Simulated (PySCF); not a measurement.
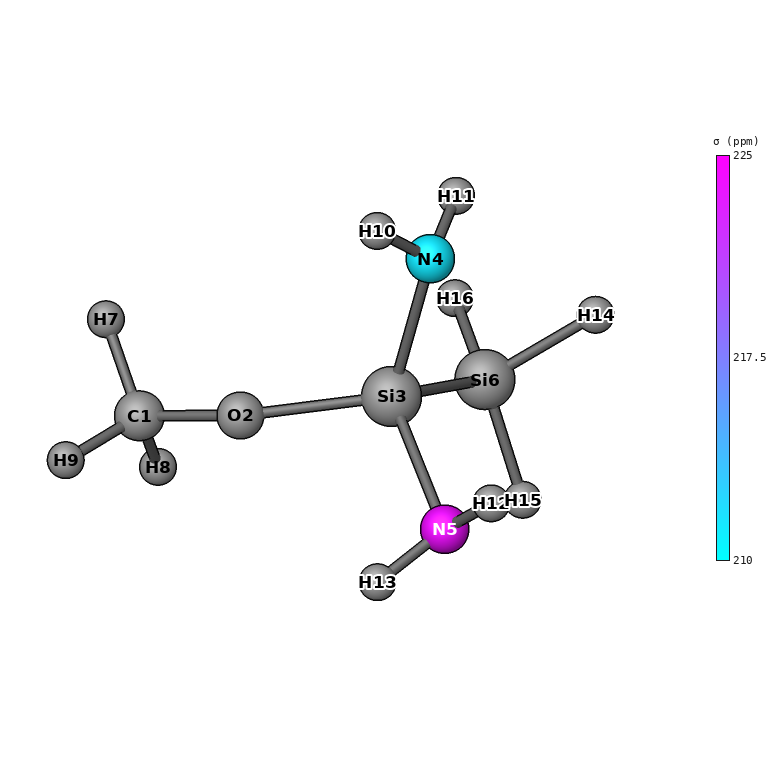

Atoms are coloured by their isotropic NMR shieldings (N only, the others grey). Geometry: a frame of a GFN2-xTB molecular-dynamics simulation, not a minimum. Properties computed with GIAO PBE0/pcSseg-1 NMR shielding, non-relativistic, gas phase (PySCF 2.14.0).

Give the isotropic NMR shieldings of the N atoms atom by atom.

```csv
atom,σ (ppm)
N4,211.3
N5,224.0
```
